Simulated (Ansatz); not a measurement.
## CH₇BO₂Si: geometry relaxation (part 1 of 2)

CH₇BO₂Si, SMILES CO[SiH2]BO, computed with RKS PBE0-D4/def2-TZVP (Ansatz 0.2.0).

The geometry: PBE-D4/def2-SVP start. Figures and captions count atoms from 1; the log counts them from 0 in places.

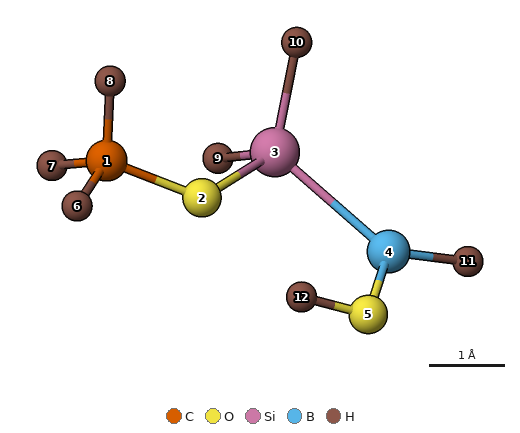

Figure 1. The input geometry (ball-and-stick view, seen at a tilt; atoms are numbered from 1 in the order of the input).

### Input file
```yaml
crystal:
  periodic: [false, false, false]
  atoms:
    - {symbol: C, position_ang: [-1.284462, 0.255284, 1.475431]}
    - {symbol: O, position_ang: [-0.574752, 0.177065, 0.254507]}
    - {symbol: Si, position_ang: [1.023544, -0.412710, 0.073325]}
    - {symbol: B, position_ang: [1.091706, -0.107134, -1.940563]}
    - {symbol: O, position_ang: [-0.067630, 0.419210, -2.399267]}
    - {symbol: H, position_ang: [-2.283472, 0.697816, 1.283000]}
    - {symbol: H, position_ang: [-0.760350, 0.897952, 2.220075]}
    - {symbol: H, position_ang: [-1.434778, -0.749792, 1.933020]}
    - {symbol: H, position_ang: [1.966366, 0.394542, 0.938439]}
    - {symbol: H, position_ang: [1.104588, -1.839310, 0.570948]}
    - {symbol: H, position_ang: [1.983106, -0.321279, -2.742514]}
    - {symbol: H, position_ang: [-0.686866, 0.533157, -1.632301]}
basis:
  gaussian: {orbitals: def2-TZVP}
hamiltonian: {xc: pbe0, dispersion: d4}
relax: {f_tol: 0.005, max_steps: 150}
```

Machine: 4 threads of Arm Neoverse V1, 23 GiB of memory available, shared host.

Command:
```bash
ansatz run in.yaml --threads 4 --pin off --events-out ev --progress --plain --max-ram 10444MiB
```

### The program's output
```
Functional definition: PBE0
  name "PBE0"
  cite "Adamo & Barone, J. Chem. Phys. 110, 6158 (1999) doi:10.1063/1.478522"
  cite "Perdew, Burke & Ernzerhof, Phys. Rev. Lett. 77, 3865 (1996) doi:10.1103/PhysRevLett.77.3865"
  parent pbe
  parameter a = 0.25
  parameter kappa = 0.804
  parameter beta = 0.06672455060314922
  exchange = (1 - a)*pbe_x(kappa = kappa, mu = beta*pi^2/3) + a*exact_x
  correlation = pbe_c(beta = beta)
1227 factors; their error is unknown
mean field evaluation 1: about -13785.7335 eV, gradient 6.4e1 eV
mean field evaluation 2: about -13772.8204 eV, gradient 1.0e2 eV
mean field evaluation 4: about -13793.0755 eV, gradient 3.9e0 eV
mean field evaluation 8: about -13793.1123 eV, gradient 1.4e-1 eV
mean field evaluation 16: about -13793.1451 eV, gradient 1.9e-4 eV
mean field -13793.14513839 eV, -506.8887345061 hartree, gradient 1.1e-5 eV, S^2 0.000000; 0 other end points of the search recorded, 0 dependent functions left out
the calculation of the forces begins
reference -13793.14517412 eV, -506.8887358193 hartree; 24, 24 occupied and 179, 179 virtual orbitals, 1227 factors
relax step   1: F+E_penalty+E_count = -13793.33228680 eV  Δ(F+E_penalty+E_count) = +0.000e0 eV  max|allowed force component| = 7.465e-1 eV/Å  Δτ_max = 0.0000 Å  (30 SCF iters, accepted)
these checks for a lower state are left out or cut short: starts, cluster_reference, orbital_swaps, neighbouring_geometries, increment
1227 factors; their error is unknown
mean field -13793.20407579 eV, -506.8909004158 hartree, gradient 9.1e-6 eV, S^2 0.000000; 0 other end points of the search recorded, 0 dependent functions left out
the calculation of the forces begins
reference -13793.20411130 eV, -506.8909017209 hartree; 24, 24 occupied and 179, 179 virtual orbitals, 1227 factors
relax step   2: F+E_penalty+E_count = -13793.39137927 eV  Δ(F+E_penalty+E_count) = -5.909e-2 eV  max|allowed force component| = 6.306e-1 eV/Å  Δτ_max = 0.0434 Å  (32 SCF iters, accepted)
these checks for a lower state are left out or cut short: starts, cluster_reference, orbital_swaps, neighbouring_geometries, increment
1227 factors; their error is unknown
mean field evaluation 32: about -13793.2281 eV, gradient 8.3e-6 eV
mean field -13793.22812255 eV, -506.8917841180 hartree, gradient 8.4e-6 eV, S^2 0.000000; 0 other end points of the search recorded, 0 dependent functions left out
the calculation of the forces begins
reference -13793.22815792 eV, -506.8917854178 hartree; 24, 24 occupied and 179, 179 virtual orbitals, 1227 factors
relax step   3: F+E_penalty+E_count = -13793.41514576 eV  Δ(F+E_penalty+E_count) = -2.377e-2 eV  max|allowed force component| = 1.021e-1 eV/Å  Δτ_max = 0.0835 Å  (32 SCF iters, accepted)
these checks for a lower state are left out or cut short: starts, cluster_reference, orbital_swaps, neighbouring_geometries, increment
1227 factors; their error is unknown
mean field -13793.23364043 eV, -506.8919868961 hartree, gradient 7.8e-6 eV, S^2 0.000000; 0 other end points of the search recorded, 0 dependent functions left out
the calculation of the forces begins
reference -13793.23367587 eV, -506.8919881985 hartree; 24, 24 occupied and 179, 179 virtual orbitals, 1227 factors
relax step   4: F+E_penalty+E_count = -13793.41985170 eV  Δ(F+E_penalty+E_count) = -4.706e-3 eV  max|allowed force component| = 4.747e-2 eV/Å  Δτ_max = 0.0670 Å  (32 SCF iters, accepted)
these checks for a lower state are left out or cut short: starts, cluster_reference, orbital_swaps, neighbouring_geometries, increment
1227 factors; their error is unknown
mean field -13793.23406254 eV, -506.8920024086 hartree, gradient 8.2e-6 eV, S^2 0.000000; 0 other end points of the search recorded, 0 dependent functions left out
the calculation of the forces begins
reference -13793.23409808 eV, -506.8920037147 hartree; 24, 24 occupied and 179, 179 virtual orbitals, 1227 factors
relax step   5: F+E_penalty+E_count = -13793.41942702 eV  Δ(F+E_penalty+E_count) = +4.247e-4 eV  max|allowed force component| = 1.391e-1 eV/Å  Δτ_max = 0.0848 Å  (31 SCF iters, rejected (line search))
these checks for a lower state are left out or cut short: starts, cluster_reference, orbital_swaps, neighbouring_geometries, increment
1227 factors; their error is unknown
mean field -13793.23574440 eV, -506.8920642158 hartree, gradient 7.7e-6 eV, S^2 0.000000; 0 other end points of the search recorded, 0 dependent functions left out
the calculation of the forces begins
reference -13793.23577988 eV, -506.8920655197 hartree; 24, 24 occupied and 179, 179 virtual orbitals, 1227 factors
relax step   6: F+E_penalty+E_count = -13793.42163061 eV  Δ(F+E_penalty+E_count) = -1.779e-3 eV  max|allowed force component| = 2.270e-2 eV/Å  Δτ_max = 0.0424 Å  (32 SCF iters, accepted)
these checks for a lower state are left out or cut short: starts, cluster_reference, orbital_swaps, neighbouring_geometries, increment
1227 factors; their error is unknown
mean field -13793.23651262 eV, -506.8920924472 hartree, gradient 7.7e-6 eV, S^2 0.000000; 0 other end points of the search recorded, 0 dependent functions left out
the calculation of the forces begins
reference -13793.23654813 eV, -506.8920937523 hartree; 24, 24 occupied and 179, 179 virtual orbitals, 1227 factors
relax step   7: F+E_penalty+E_count = -13793.42204774 eV  Δ(F+E_penalty+E_count) = -4.171e-4 eV  max|allowed force component| = 3.585e-2 eV/Å  Δτ_max = 0.0374 Å  (32 SCF iters, accepted)
these checks for a lower state are left out or cut short: starts, cluster_reference, orbital_swaps, neighbouring_geometries, increment
1227 factors; their error is unknown
mean field evaluation 64: about -13793.2363 eV, gradient 3.7e-1 eV
mean field -13793.23651303 eV, -506.8920924625 hartree, gradient 7.7e-6 eV, S^2 0.000000; 0 other end points of the search recorded, 0 dependent functions left out
the calculation of the forces begins
reference -13793.23654855 eV, -506.8920937677 hartree; 24, 24 occupied and 179, 179 virtual orbitals, 1227 factors
relax step   8: F+E_penalty+E_count = -13793.42204912 eV  Δ(F+E_penalty+E_count) = -1.379e-6 eV  max|allowed force component| = 3.579e-2 eV/Å  Δτ_max = 0.0014 Å  (34 SCF iters, accepted)
these checks for a lower state are left out or cut short: starts, cluster_reference, orbital_swaps, neighbouring_geometries, increment
1227 factors; their error is unknown
mean field -13793.23631496 eV, -506.8920851833 hartree, gradient 7.8e-6 eV, S^2 0.000000; 0 other end points of the search recorded, 0 dependent functions left out
the calculation of the forces begins
reference -13793.23635047 eV, -506.8920864885 hartree; 24, 24 occupied and 179, 179 virtual orbitals, 1227 factors
relax step   9: F+E_penalty+E_count = -13793.42175960 eV  Δ(F+E_penalty+E_count) = +2.895e-4 eV  max|allowed force component| = 1.389e-1 eV/Å  Δτ_max = 0.0111 Å  (34 SCF iters, rejected (line search))
these checks for a lower state are left out or cut short: starts, cluster_reference, orbital_swaps, neighbouring_geometries, increment
1227 factors; their error is unknown
mean field -13793.23657943 eV, -506.8920949024 hartree, gradient 7.7e-6 eV, S^2 0.000000; 0 other end points of the search recorded, 0 dependent functions left out
the calculation of the forces begins
reference -13793.23661494 eV, -506.8920962075 hartree; 24, 24 occupied and 179, 179 virtual orbitals, 1227 factors
relax step  10: F+E_penalty+E_count = -13793.42208427 eV  Δ(F+E_penalty+E_count) = -3.515e-5 eV  max|allowed force component| = 2.174e-3 eV/Å  Δτ_max = 0.0024 Å  (35 SCF iters, accepted)
1227 factors; their error is unknown
mean field evaluation 96: about -13793.2029 eV, gradient 2.5e-1 eV
```

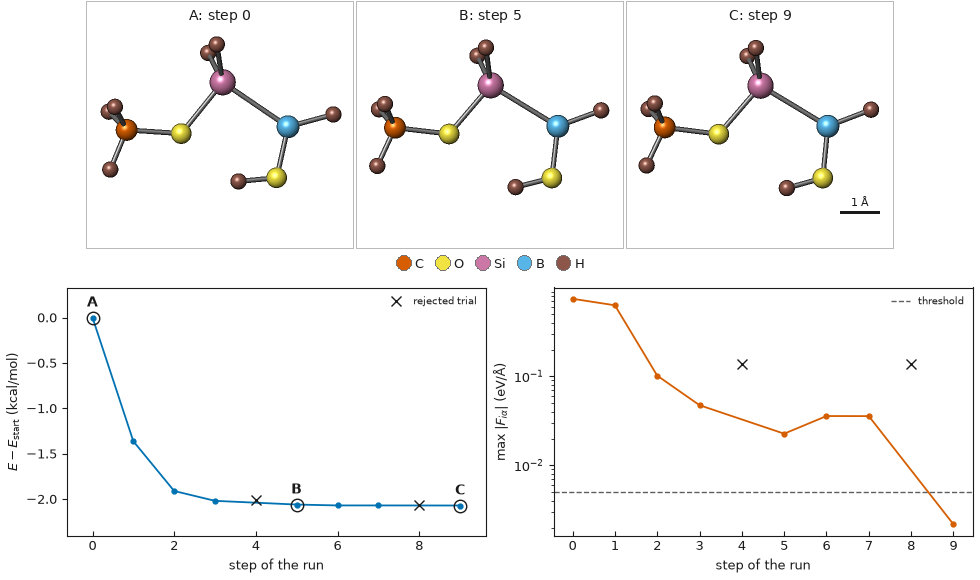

Figure 2. Frames of the relaxation (ball-and-stick view, seen on its broad side) above the curves, on which the letters mark them (the first geometry is step 0 here and step 1 in the log).

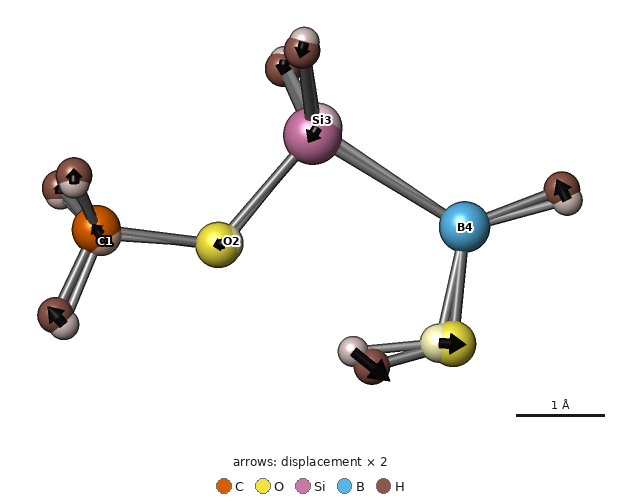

Figure 3. Start (faint) and end (solid) with the displacements as black arrows, magnified 2 times (ball-and-stick view, seen on its broad side). The two geometries are laid on each other by the best rigid fit. The largest move after the best rigid fit is that of H12, 0.28 Å. Largest moves by element: H 0.28 Å, O 0.16 Å, Si 0.10 Å, C 0.08 Å, B 0.01 Å. Among the contacts that change: O2–Si3 1.713 → 1.663 Å, O5–H12 0.992 → 0.967 Å, B4–H11 1.218 → 1.199 Å, C1–H7 1.115 → 1.096 Å. Among the angles that change: O2–Si3–B4 94.8° → 99.8°, Si3–B4–O5 111.4° → 115.1°, B4–O5–H12 108.5° → 111.6°. After 9 geometry steps the energy has fallen by 2.07 kcal/mol. The largest force component goes from 0.75 to 0.0022 eV/Å. The line search rejected the trial steps at points 4, 8 (counted from 0) and went back. (Atoms are counted from 1 in the order of the input.)

```
mean field -13793.23657943 eV, -506.8920949024 hartree, gradient 7.7e-6 eV, S^2 0.000000; 1 other end points of the search recorded, 0 dependent functions left out
the calculation of the forces begins
reference -13793.23661494 eV, -506.8920962075 hartree; 24, 24 occupied and 179, 179 virtual orbitals, 1227 factors
Total energy: -13793.42211979 eV, -506.8989133848 hartree
Atom 0 at    -1.262486     0.234880     1.551768 Å, force     0.000180    -0.000071    -0.000905 eV/Å
Atom 1 at    -0.620456     0.190851     0.299073 Å, force    -0.000249     0.000504    -0.000662 eV/Å
Atom 2 at     0.926287    -0.375452     0.071228 Å, force     0.001152    -0.000348     0.000048 eV/Å
Atom 3 at     1.099337    -0.111839    -1.930391 Å, force     0.000759    -0.000889     0.002174 eV/Å
Atom 4 at     0.014416     0.412152    -2.534644 Å, force    -0.000746     0.000646    -0.001389 eV/Å
Atom 5 at    -2.261135     0.654253     1.416682 Å, force    -0.000435    -0.000195     0.000628 eV/Å
Atom 6 at    -0.712223     0.866417     2.258470 Å, force    -0.000298     0.000006     0.000234 eV/Å
Atom 7 at    -1.361122    -0.767741     1.983095 Å, force     0.000197     0.000307     0.000351 eV/Å
Atom 8 at     1.884758     0.410982     0.906538 Å, force     0.000209    -0.000616     0.000532 eV/Å
Atom 9 at     1.025647    -1.790759     0.542301 Å, force     0.000164     0.000060     0.000458 eV/Å
Atom 10 at     2.040884    -0.364466    -2.627661 Å, force    -0.000058     0.000287    -0.000909 eV/Å
Atom 11 at    -0.696908     0.585524    -1.902359 Å, force    -0.000877     0.000309    -0.000560 eV/Å
Dipole moment:    -0.204183     0.015931     0.386590 e Å
```
